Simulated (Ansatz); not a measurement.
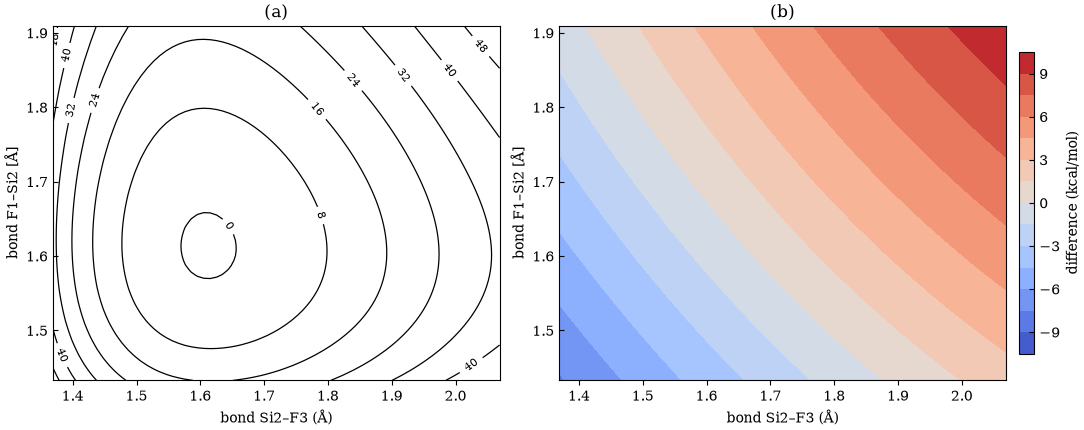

F₂HSi, SMILES F[SiH]F, spin multiplicity 2. Two internal coordinates are moved rigidly from the geometry relaxed at PBE0-D4/def2-TZVP, all others fixed. First axis: bond Si2–F3. Second axis: bond F1–Si2. Grid: 7 × 7 points. Points are written as (first, second). Energies are in kcal/mol, from each map's own lowest point. All numbers below come from UKS PBE-D4/def2-TZVPP in Ansatz 0.2.0.

Panel (a): Ansatz 0.2.0, UKS PBE-D4/def2-TZVPP. Panel (b): the map at UKS PBE0-D4/def2-TZVPP in Ansatz less the map of (a), each from its own lowest point.

### How does the change of method alter the landscape?

The difference runs from −7.6 kcal/mol at (1.369 Å, 1.433 Å) to 10.2 kcal/mol at (2.069 Å, 1.910 Å). The interpolated minimum moves from 1.6123 to 1.5919 Å in bond Si2–F3 and 1.6123 to 1.5918 Å in bond F1–Si2.
